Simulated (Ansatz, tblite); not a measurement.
# RuO3(NH) (HNO₃Ru): removing and adding an electron

What does removing or adding an electron cost or gain for RuO3(NH) (HNO₃Ru)? Each charged state is run at several levels.

Method: as each input shows; program: Ansatz 0.2.0, Gaussian basis.

Levels to be run: charge +1 doublet, at the geometry of the singlet (PBE0-D4/def2-TZVP, PBE-D4/def2-TZVP, r2SCAN-D4/def2-TZVP); charge -1 doublet, at the geometry of the singlet (PBE0-D4/def2-TZVPD, PBE-D4/def2-TZVPD, r2SCAN-D4/def2-TZVPD); the starting singlet's energies come from earlier runs.

1 further run of the same task is left out (set aside as unsound or not needed).

### Step 1. The structure

The singlet was relaxed beforehand with PBE0-D4/def2-SVP.

6 atoms, charge 0, spin multiplicity 1.

Atoms are counted from 1 here; the program's logs count them from 0.

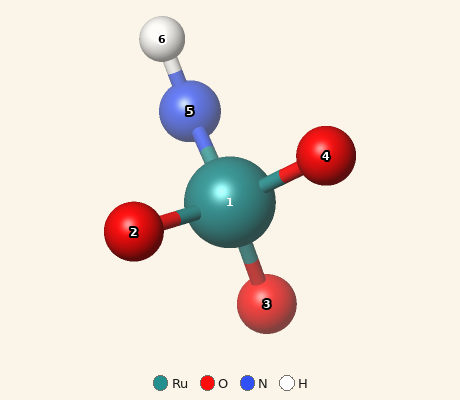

The structure; ruthenium teal, oxygen red, nitrogen blue, hydrogen white; atoms are numbered from 1 in the order of the file.

Formally the metal is d0. Ru takes a core potential in the def2 sets. No spin-orbit coupling is included.

### Step 2. Charge +1 doublet at the fixed geometry, first pass, PBE0-D4/def2-SVP

in.yaml

```yaml
crystal:
  periodic: [false, false, false]
  atoms:
    - {symbol: Ru, position_ang: [0.264539, 0.327607, 0.102456]}
    - {symbol: O, position_ang: [0.110529, 0.296177, 1.768617]}
    - {symbol: O, position_ang: [1.861245, 0.467113, -0.356221]}
    - {symbol: O, position_ang: [-0.648034, 1.607897, -0.470942]}
    - {symbol: N, position_ang: [-0.327457, -1.139096, -0.555895]}
    - {symbol: H, position_ang: [-1.260823, -1.559698, -0.488015]}
basis:
  gaussian: {orbitals: def2-SVP}
total_charge: 1
magnetization: {spin_polarized: true, initial_magnetization: 1}
hamiltonian: {xc: pbe0, dispersion: d4}
output: {orbitals: {seedname: orbitals}}
```

Launch:

```sh
$ ansatz run in.yaml --threads 4 --pin off --events-out ev --progress --plain --max-ram 3916MiB
```

The log of the run:

```text
Functional definition: PBE0
  name "PBE0"
  cite "Adamo & Barone, J. Chem. Phys. 110, 6158 (1999) doi:10.1063/1.478522"
  cite "Perdew, Burke & Ernzerhof, Phys. Rev. Lett. 77, 3865 (1996) doi:10.1103/PhysRevLett.77.3865"
  parent pbe
  parameter a = 0.25
  parameter kappa = 0.804
  parameter beta = 0.06672455060314922
  exchange = (1 - a)*pbe_x(kappa = kappa, mu = beta*pi^2/3) + a*exact_x
  correlation = pbe_c(beta = beta)
911 factors; integrals over basis functions are off by at most 1.5e-3 eV
mean field evaluation 1: about -10181.8427 eV, gradient 7.4e1 eV
mean field evaluation 2: about -9996.0055 eV, gradient 2.0e2 eV
mean field evaluation 4: about -10196.5292 eV, gradient 3.0e1 eV
mean field evaluation 8: about -10200.0685 eV, gradient 9.7e-1 eV
mean field evaluation 16: about -10200.3357 eV, gradient 1.2e-1 eV
mean field evaluation 32: about -10200.3365 eV, gradient 2.5e-4 eV
mean field evaluation 64: about -10200.3207 eV, gradient 8.3e-1 eV
mean field -10200.33647455 eV, -374.8554514033 hartree, gradient 6.7e-6 eV, S^2 0.934784; 6 other end points of the search recorded, 0 dependent functions left out
reference -10200.33652137 eV, -374.8554531239 hartree; 24, 23 occupied and 68, 69 virtual orbitals, 911 factors
Total energy: -10200.45044345 eV, -374.8596396832 hartree
```

Run time: 4.9 s. Hardware: 4 threads of Arm Neoverse V1, shared host.

Report: HOMO -16.36 eV, LUMO -13.15 eV (over both spins); ⟨S²⟩ 0.935 (pure: 0.75). Doubts: spin contamination.

### Step 3. Charge +1 doublet at the fixed geometry, PBE0-D4/def2-TZVP

start.molden holds the orbitals of an earlier run on this state, given as this run's starting guess.

in.yaml: that of step 2 with these lines changed.

```diff
@@ -10,3 +10,3 @@
 basis:
-  gaussian: {orbitals: def2-SVP}
+  gaussian: {orbitals: def2-TZVP, initial_orbitals: start.molden}
 total_charge: 1
@@ -14,2 +14,3 @@
 hamiltonian: {xc: pbe0, dispersion: d4}
+scf: {omitted_lower_state_checks: [starts]}
 output: {orbitals: {seedname: orbitals}}
```

Launched as before.

The log of the run:

```text
Functional definition: PBE0
  name "PBE0"
  cite "Adamo & Barone, J. Chem. Phys. 110, 6158 (1999) doi:10.1063/1.478522"
  cite "Perdew, Burke & Ernzerhof, Phys. Rev. Lett. 77, 3865 (1996) doi:10.1103/PhysRevLett.77.3865"
  parent pbe
  parameter a = 0.25
  parameter kappa = 0.804
  parameter beta = 0.06672455060314922
  exchange = (1 - a)*pbe_x(kappa = kappa, mu = beta*pi^2/3) + a*exact_x
  correlation = pbe_c(beta = beta)
these checks for a lower state are left out or cut short: starts
1030 factors; their error is unknown
mean field evaluation 1: about -10206.4014 eV, gradient 1.2e2 eV
mean field evaluation 2: about -10210.5393 eV, gradient 3.9e0 eV
mean field evaluation 4: about -10210.6203 eV, gradient 1.7e-1 eV
mean field evaluation 8: about -10210.6204 eV, gradient 4.0e-5 eV
mean field -10210.62038458 eV, -375.2333781264 hartree, gradient 1.1e-5 eV, S^2 0.921688; 0 other end points of the search recorded, 0 dependent functions left out
reference -10210.62041279 eV, -375.2333791630 hartree; 24, 23 occupied and 146, 147 virtual orbitals, 1030 factors
Total energy: -10210.73433488 eV, -375.2375657224 hartree
Checks for a lower state left out: starts
```

It took 6 s on 4 threads of Arm Neoverse V1, shared host.

HOMO -16.26 eV, LUMO -12.99 eV (over both spins); ⟨S²⟩ 0.922 (pure: 0.75). Doubts: spin contamination.

### Step 4. Charge +1 doublet at the fixed geometry, PBE-D4/def2-TZVP

in.yaml: that of step 3 with these lines changed.

```diff
@@ -13,3 +13,3 @@
 magnetization: {spin_polarized: true, initial_magnetization: 1}
-hamiltonian: {xc: pbe0, dispersion: d4}
+hamiltonian: {xc: pbe, dispersion: d4}
 scf: {omitted_lower_state_checks: [starts]}
```

The command is unchanged.

The log of the run:

```text
Functional definition: PBE
  name "PBE"
  cite "Perdew, Burke & Ernzerhof, Phys. Rev. Lett. 77, 3865 (1996) doi:10.1103/PhysRevLett.77.3865"
  parent pbe
  parameter kappa = 0.804
  parameter beta = 0.06672455060314922
  exchange = pbe_x(kappa = kappa, mu = beta*pi^2/3)
  correlation = pbe_c(beta = beta)
these checks for a lower state are left out or cut short: starts
1006 factors; their error is unknown
mean field evaluation 1: about -10214.4808 eV, gradient 7.6e0 eV
mean field evaluation 2: about -10214.7443 eV, gradient 4.8e-1 eV
mean field evaluation 4: about -10214.7489 eV, gradient 1.6e-1 eV
mean field evaluation 8: about -10214.7490 eV, gradient 4.2e-5 eV
mean field -10214.74903400 eV, -375.3851031938 hartree, gradient 1.0e-5 eV, S^2 0.778276; 0 other end points of the search recorded, 0 dependent functions left out
reference -10214.74907228 eV, -375.3851046006 hartree; 24, 23 occupied and 146, 147 virtual orbitals, 1006 factors
Total energy: -10214.88572466 eV, -375.3901264832 hartree
Checks for a lower state left out: starts
```

Run time: 3.1 s. Hardware: 4 threads of Arm Neoverse V1, shared host.

Report: HOMO -14.75 eV, LUMO -14.22 eV (over both spins); ⟨S²⟩ 0.778 (pure: 0.75).

### Step 5. Charge +1 doublet at the fixed geometry, r2SCAN-D4/def2-TZVP

in.yaml: that of step 4 with these lines changed.

```diff
@@ -13,3 +13,3 @@
 magnetization: {spin_polarized: true, initial_magnetization: 1}
-hamiltonian: {xc: pbe, dispersion: d4}
+hamiltonian: {xc: r2scan, dispersion: d4}
 scf: {omitted_lower_state_checks: [starts]}
```

Same command.

The log of the run:

```text
Functional definition: r2SCAN
  name "r2SCAN"
  cite "Furness, Kaplan, Ning, Perdew & Sun, J. Phys. Chem. Lett. 11, 8208 (2020) doi:10.1021/acs.jpclett.0c02405"
  cite "Furness, Kaplan, Ning, Perdew & Sun, J. Phys. Chem. Lett. 11, 9248 (2020) doi:10.1021/acs.jpclett.0c03077"
  parent r2scan
  parameter k0 = 0.174
  parameter k1 = 0.065
  parameter a1 = 4.9479
  exchange = r2scan_x(k0 = k0, k1 = k1, a1 = a1)
  correlation = r2scan_c
these checks for a lower state are left out or cut short: starts
1006 factors; their error is unknown
mean field evaluation 1: about -10218.4415 eV, gradient 4.6e0 eV
mean field evaluation 2: about -10218.5498 eV, gradient 2.1e-1 eV
mean field evaluation 4: about -10218.5485 eV, gradient 3.5e-2 eV
mean field evaluation 8: about -10218.5485 eV, gradient 2.0e-5 eV
mean field -10218.54851669 eV, -375.5247316073 hartree, gradient 2.6e-5 eV, S^2 0.818660; 0 other end points of the search recorded, 0 dependent functions left out
reference -10218.54852825 eV, -375.5247320322 hartree; 24, 23 occupied and 146, 147 virtual orbitals, 1006 factors
Total energy: -10218.57886936 eV, -375.5258470474 hartree
Checks for a lower state left out: starts
```

Wall time 8 s (4 threads of Arm Neoverse V1, shared host).

HOMO -15.13 eV, LUMO -13.91 eV (over both spins); ⟨S²⟩ 0.819 (pure: 0.75).

### Step 6. Vertical ionisation energy

Charged state less starting state, singlet to doublet; the starting state's energies are those of its earlier runs.

```
              level  vertical ionisation energy (eV)   time
   PBE-D4/def2-TZVP                           +11.00  4.4 s
r2SCAN-D4/def2-TZVP                           +11.00   11 s
  PBE0-D4/def2-TZVP                           +11.05  7.6 s
```

Times add the two runs; a level without a time comes out of a correlated run.

Beside −ε(HOMO) of the starting state:

```
              level  −ε(HOMO) (eV)  by difference (eV)  mismatch (eV)
   PBE-D4/def2-TZVP           7.71               11.00          -3.29
r2SCAN-D4/def2-TZVP           8.04               11.00          -2.96
  PBE0-D4/def2-TZVP           9.09               11.05          -1.97
```

### Step 7. Charge -1 doublet at the fixed geometry, first pass, PBE0-D4/def2-SVP

in.yaml: that of step 5 with these lines changed.

```diff
@@ -10,7 +10,6 @@
 basis:
-  gaussian: {orbitals: def2-TZVP, initial_orbitals: start.molden}
-total_charge: 1
+  gaussian: {orbitals: def2-SVP}
+total_charge: -1
 magnetization: {spin_polarized: true, initial_magnetization: 1}
-hamiltonian: {xc: r2scan, dispersion: d4}
-scf: {omitted_lower_state_checks: [starts]}
+hamiltonian: {xc: pbe0, dispersion: d4}
 output: {orbitals: {seedname: orbitals}}
```

The command is unchanged.

The log of the run, shortened:

```text
Functional definition: PBE0
  name "PBE0"
  cite "Adamo & Barone, J. Chem. Phys. 110, 6158 (1999) doi:10.1063/1.478522"
  cite "Perdew, Burke & Ernzerhof, Phys. Rev. Lett. 77, 3865 (1996) doi:10.1103/PhysRevLett.77.3865"
  parent pbe
[...]
911 factors; integrals over basis functions are off by at most 1.5e-3 eV
[...]
mean field -10213.86211082 eV, -375.3525093683 hartree, gradient 2.4e-5 eV, S^2 0.761073; 4 other end points of the search recorded, 0 dependent functions left out
reference -10213.86215619 eV, -375.3525110355 hartree; 25, 24 occupied and 67, 68 virtual orbitals, 911 factors
Total energy: -10214.01629651 eV, -375.3581755880 hartree
```

It took 4.1 s on 4 threads of Arm Neoverse V1, shared host.

From the report: HOMO -0.12 eV, LUMO 2.76 eV (over both spins); ⟨S²⟩ 0.761 (pure: 0.75).

### Step 8. Charge -1 doublet at the fixed geometry, PBE0-D4/def2-TZVPD

in.yaml: that of step 7 with these lines changed.

```diff
@@ -10,3 +10,3 @@
 basis:
-  gaussian: {orbitals: def2-SVP}
+  gaussian: {orbitals: def2-TZVPD, initial_orbitals: start.molden}
 total_charge: -1
@@ -14,2 +14,3 @@
 hamiltonian: {xc: pbe0, dispersion: d4}
+scf: {omitted_lower_state_checks: [starts]}
 output: {orbitals: {seedname: orbitals}}
```

The command is unchanged.

The log of the run:

```text
Functional definition: PBE0
  name "PBE0"
  cite "Adamo & Barone, J. Chem. Phys. 110, 6158 (1999) doi:10.1063/1.478522"
  cite "Perdew, Burke & Ernzerhof, Phys. Rev. Lett. 77, 3865 (1996) doi:10.1103/PhysRevLett.77.3865"
  parent pbe
  parameter a = 0.25
  parameter kappa = 0.804
  parameter beta = 0.06672455060314922
  exchange = (1 - a)*pbe_x(kappa = kappa, mu = beta*pi^2/3) + a*exact_x
  correlation = pbe_c(beta = beta)
these checks for a lower state are left out or cut short: starts
1160 factors; their error is unknown
mean field evaluation 1: about -10219.6254 eV, gradient 1.2e2 eV
mean field evaluation 2: about -10224.0635 eV, gradient 5.1e0 eV
mean field evaluation 4: about -10224.3613 eV, gradient 2.2e-3 eV
mean field evaluation 8: about -10224.4024 eV, gradient 1.6e-5 eV
mean field -10224.40243570 eV, -375.7398591629 hartree, gradient 1.6e-5 eV, S^2 0.760355; 0 other end points of the search recorded, 0 dependent functions left out
reference -10224.40247856 eV, -375.7398607381 hartree; 25, 24 occupied and 181, 182 virtual orbitals, 1160 factors
Total energy: -10224.55661888 eV, -375.7455252906 hartree
Checks for a lower state left out: starts
```

Wall time 6 s (4 threads of Arm Neoverse V1, shared host); peak memory 0.62 GiB.

Report: HOMO -0.60 eV, LUMO 2.16 eV (over both spins); ⟨S²⟩ 0.760 (pure: 0.75).

### Step 9. Charge -1 doublet at the fixed geometry, PBE-D4/def2-TZVPD

in.yaml: that of step 8 with these lines changed.

```diff
@@ -13,3 +13,3 @@
 magnetization: {spin_polarized: true, initial_magnetization: 1}
-hamiltonian: {xc: pbe0, dispersion: d4}
+hamiltonian: {xc: pbe, dispersion: d4}
 scf: {omitted_lower_state_checks: [starts]}
```

Same command.

The log of the run:

```text
Functional definition: PBE
  name "PBE"
  cite "Perdew, Burke & Ernzerhof, Phys. Rev. Lett. 77, 3865 (1996) doi:10.1103/PhysRevLett.77.3865"
  parent pbe
  parameter kappa = 0.804
  parameter beta = 0.06672455060314922
  exchange = pbe_x(kappa = kappa, mu = beta*pi^2/3)
  correlation = pbe_c(beta = beta)
these checks for a lower state are left out or cut short: starts
1136 factors; their error is unknown
mean field evaluation 1: about -10227.6235 eV, gradient 7.6e0 eV
mean field evaluation 2: about -10227.8047 eV, gradient 2.1e-1 eV
mean field evaluation 4: about -10227.8022 eV, gradient 5.8e-3 eV
mean field evaluation 8: about -10227.8022 eV, gradient 4.0e-5 eV
mean field -10227.80216242 eV, -375.8647968156 hartree, gradient 1.1e-5 eV, S^2 0.752269; 0 other end points of the search recorded, 0 dependent functions left out
reference -10227.80221727 eV, -375.8647988314 hartree; 25, 24 occupied and 181, 182 virtual orbitals, 1136 factors
Total energy: -10227.98685695 eV, -375.8715842145 hartree
Checks for a lower state left out: starts
```

Wall time 3.7 s (4 threads of Arm Neoverse V1, shared host).

From the report: HOMO 1.17 eV, LUMO 1.57 eV (over both spins); ⟨S²⟩ 0.752 (pure: 0.75). Doubts: highest occupied level lies above zero.

### Step 10. Charge -1 doublet at the fixed geometry, r2SCAN-D4/def2-TZVPD

in.yaml: that of step 9 with these lines changed.

```diff
@@ -13,3 +13,3 @@
 magnetization: {spin_polarized: true, initial_magnetization: 1}
-hamiltonian: {xc: pbe, dispersion: d4}
+hamiltonian: {xc: r2scan, dispersion: d4}
 scf: {omitted_lower_state_checks: [starts]}
```

Same command.

The log of the run:

```text
Functional definition: r2SCAN
  name "r2SCAN"
  cite "Furness, Kaplan, Ning, Perdew & Sun, J. Phys. Chem. Lett. 11, 8208 (2020) doi:10.1021/acs.jpclett.0c02405"
  cite "Furness, Kaplan, Ning, Perdew & Sun, J. Phys. Chem. Lett. 11, 9248 (2020) doi:10.1021/acs.jpclett.0c03077"
  parent r2scan
  parameter k0 = 0.174
  parameter k1 = 0.065
  parameter a1 = 4.9479
  exchange = r2scan_x(k0 = k0, k1 = k1, a1 = a1)
  correlation = r2scan_c
these checks for a lower state are left out or cut short: starts
1136 factors; their error is unknown
mean field evaluation 1: about -10231.7794 eV, gradient 4.3e0 eV
mean field evaluation 2: about -10231.8463 eV, gradient 7.8e-2 eV
mean field evaluation 4: about -10231.8445 eV, gradient 9.0e-4 eV
mean field evaluation 8: about -10231.8445 eV, gradient 3.5e-5 eV
mean field -10231.84447137 eV, -376.0133489296 hartree, gradient 1.1e-5 eV, S^2 0.756443; 0 other end points of the search recorded, 0 dependent functions left out
reference -10231.84450382 eV, -376.0133501219 hartree; 25, 24 occupied and 181, 182 virtual orbitals, 1136 factors
Total energy: -10231.88621632 eV, -376.0148830283 hartree
Checks for a lower state left out: starts
```

Wall time 8 s (4 threads of Arm Neoverse V1, shared host).

From the report: HOMO 0.87 eV, LUMO 1.50 eV (over both spins); ⟨S²⟩ 0.756 (pure: 0.75). Doubts: highest occupied level lies above zero.

### Step 11. Vertical electron affinity

Starting state less charged state (positive: the electron is bound), singlet to doublet; the starting state's energies are those of its earlier runs.

```
               level  vertical electron affinity (eV)   time
   PBE-D4/def2-TZVPD                            +2.02  5.5 s
r2SCAN-D4/def2-TZVPD                            +2.22   11 s
  PBE0-D4/def2-TZVPD                            +2.68  8.4 s
```

Times add the two runs; a level without a time comes out of a correlated run.

Beside −ε(LUMO) of the starting state:

```
               level  −ε(LUMO) (eV)  by difference (eV)  mismatch (eV)
   PBE-D4/def2-TZVPD           5.24                2.02          +3.22
r2SCAN-D4/def2-TZVPD           5.36                2.22          +3.14
  PBE0-D4/def2-TZVPD           4.76                2.68          +2.08
```

### Step 12. Summary of results

```
                                             quantity                                    value
 vertical ionisation energy, functionals in def2-TZVP  11.00 (r2SCAN-D4) to 11.05 eV (PBE0-D4)
vertical electron affinity, functionals in def2-TZVPD       2.02 (PBE-D4) to 2.68 eV (PBE0-D4)
```

What this shows: The vertical ionisation energy spans 11.00 to 11.05 eV over the functionals. −ε(HOMO) misses the level's own difference by -1.97 eV at best (PBE0-D4) and -3.29 eV at worst (PBE-D4). The vertical electron affinity spans 2.02 to 2.68 eV over the functionals. The anion's highest level lies above zero where self-interaction lifts it, so diffuse functions weigh on these values. −ε(LUMO) misses the level's own difference by +2.08 eV at best (PBE0-D4) and +3.22 eV at worst (PBE-D4). The charged states' spins were chosen beforehand and needn't be their lowest.
